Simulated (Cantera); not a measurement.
Input: 1 mol Si, a varied amount of CO2, 3.5 mol CO, at 925 K and 0.00170 bar.

Method: chemical equilibrium by Gibbs-energy minimisation in Cantera with the NASA 1993 tables (ideal gas, pure condensed phases). Candidate condensed phases: C, Si, SiC, SiO2; 20 gas species. Rates play no part.

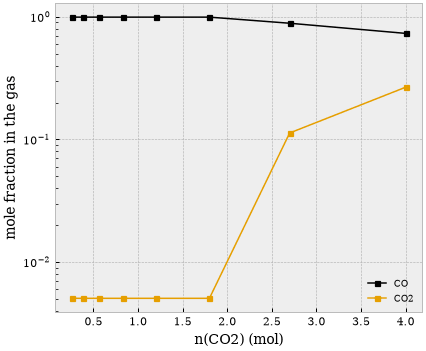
Equilibrium gas composition (values under 1e-9 drawn at 1e-9)

From 0.26 mol CO2 to 1.8 mol CO2 the condensed part is C(graphite) + SiO2(β-quartz). From 2.7 mol CO2 to 4 mol CO2 the condensed part is SiO2(β-quartz).
